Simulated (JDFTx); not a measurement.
| Quantity | Result |
|---|---|
| surface | Ir(110) |
| bulk | Ir, Fm-3m, lattice of mp-101 (not re-optimised) |
| slab | 8 atoms in 8 planes, 1x1, 9.3 Å between the outermost planes |
| in-plane cell | 2.725 × 3.854 Å, 10.50 Å² |
| cell height | 25.5 Å |
| sampling | 8×6×1 k mesh, Fermi smearing 0.01 Ha, no spin polarisation |

Method: PBE, GBRV ultrasoft potentials, plane waves to 20/100 Ha, in JDFTx (a modified build). Liquid on both sides: linear PCM (GLSSA13), water, 0.5 M NaCl; nuclei fixed. U vs SHE = −μ/e − 4.44 V throughout (conventional absolute potential of the hydrogen electrode).

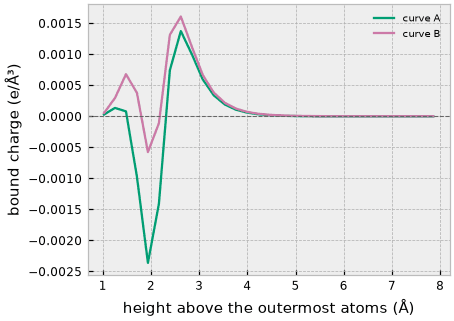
Fig. 1. Plane-averaged bound charge of the liquid for two states of the electrode

One curve is the neutral slab. Which, and what is the sign of the other's charge?

Curve A is neutral (potential of zero charge, 0.30 V). Curve B is negatively charged, -2.3 μC/cm² at 0.15 V.
